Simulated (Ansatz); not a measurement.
**FH3S2Si: one species, many methods**

Aim: compute FH3S2Si with functionals from several rungs and with coupled cluster. The yardstick is the atomisation energy at the CCSD(T) limit.

Program: Ansatz 0.2.0, Gaussian basis. Level of theory: functionals in def2-TZVPP, the program's frozen cores in correlated methods. These are calculated values, not measurements.

Levels to be run: LDA (SPW92), PBE-D4, revPBE-D4, BLYP-D4, r2SCAN-D4, B97M-V, PBE0-D4, B3LYP-D4, r2SCANh-D4, r2SCAN0-D4, HSE06-D4, BHLYP-D4, CAM-B3LYP-D4, LC-ωPBE, ωB97X-V, ωB97M-V, B2PLYP, PBE-QIDH; CCSD(T)/def2-SVP; CCSD(T)/def2-TZVPP; MP2/def2-QZVPP; extrapolation to the limit; RPA on PBE.

**1. Structure used throughout**

All runs share one geometry, relaxed beforehand with PBE0-D4 in a triple-zeta def2 set.

SMILES `F[SiH](S)S`, 7 atoms, charge 0, spin multiplicity 1.

Atoms are counted from 1 here; the program's logs count them from 0.

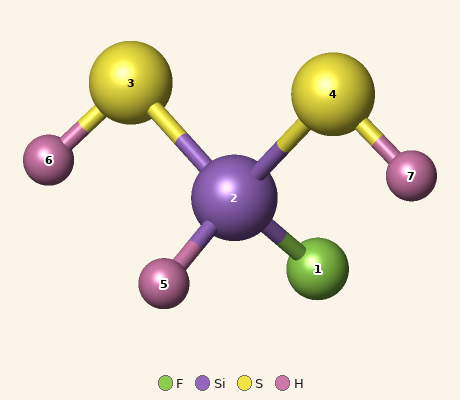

The structure; fluorine green, silicon purple, sulfur yellow, hydrogen pink; atoms are numbered from 1 in the order of the file.

**2. LDA**

This LDA is Slater exchange with PW92 correlation.

in.yaml

```yaml
crystal:
  periodic: [false, false, false]
  atoms:
    - {symbol: F, position_ang: [-1.160769, -1.275528, 0.097846]}
    - {symbol: Si, position_ang: [0.009185, -0.203775, -0.075592]}
    - {symbol: S, position_ang: [0.815018, 0.448704, 1.766141]}
    - {symbol: S, position_ang: [-0.792162, 1.543165, -0.959029]}
    - {symbol: H, position_ang: [1.043301, -0.886197, -0.880085]}
    - {symbol: H, position_ang: [1.722807, -0.541964, 1.807551]}
    - {symbol: H, position_ang: [-1.576181, 0.847693, -1.802434]}
basis:
  gaussian: {orbitals: def2-TZVPP}
hamiltonian: {xc: lda}
output: {orbitals: {seedname: orbitals}}
```

Command:

```console
> ansatz run in.yaml --threads 2 --pin off --events-out ev --progress --plain --max-ram 4352MiB
```

The runs that follow: PBE-D4 (GGA); revPBE-D4 (GGA); BLYP-D4 (GGA); r2SCAN-D4 (meta-GGA); B97M-V (meta-GGA); PBE0-D4 (hybrid); B3LYP-D4 (hybrid); r2SCANh-D4 (hybrid); r2SCAN0-D4 (hybrid); HSE06-D4 (hybrid); BHLYP-D4 (hybrid); CAM-B3LYP-D4 (range-separated); LC-ωPBE (range-separated); ωB97X-V (range-separated); ωB97M-V (range-separated); B2PLYP (double hybrid); PBE-QIDH (double hybrid); CCSD(T) in def2-SVP; CCSD(T) in def2-TZVPP; MP2 in def2-QZVPP; RPA on PBE orbitals.

Before running them: what should the planned runs give, taken together? Wanted: atomisation energy, CCSD(T)/CBS; farthest beyond LDA; mean size of error, GGA; mean size of error, meta-GGA; mean size of error, hybrid; mean size of error, range-separated; mean size of error, double hybrid; gap, smallest and largest; T1 diagnostic.

As calculated:

| quantity | value |
| --- | --- |
| atomisation energy, CCSD(T)/CBS | 552.6 kcal/mol |
| functionals within 2.8 kcal/mol (0.5 %) | PBE-D4, r2SCAN-D4, ωB97X-V, ωB97M-V |
| farthest beyond LDA | BHLYP-D4 (-22.1 kcal/mol) |
| mean size of error, GGA | 7.4 kcal/mol |
| mean size of error, meta-GGA | 2.5 kcal/mol |
| mean size of error, hybrid | 9.7 kcal/mol |
| mean size of error, range-separated | 5.5 kcal/mol |
| mean size of error, double hybrid | 11.1 kcal/mol |
| gap, smallest and largest | 5.42 eV (BLYP-D4), 12.76 eV (LC-ωPBE) |
| T1 diagnostic | 0.0117 |
| triples share of the correlation energy | 3.8 % |

The LDA atomisation energy is off by 76.2 kcal/mol (14 %): it overbinds. PBE-D4 misses by +2.0 kcal/mol. Double hybrids carry the basis error of their MP2 part in triple zeta, and no dispersion term here, so their miss is partly the set-up's. By mean error the best rung here is meta-GGA (2.5 kcal/mol) and the worst beyond LDA is double hybrid (11.1 kcal/mol). The reference freezes the cores and leaves out relativity and excitations past (T), so misses under about 2.8 kcal/mol can't be ranked. Hartree-Fock recovers 72 % of the binding; the rest is correlation. CCSD(T) in def2-SVP is off by -55.9 kcal/mol, worse than the median functional, from the basis alone. The gap grows from 5.4 to 12.8 eV across the functionals, mostly with the share of exact exchange.
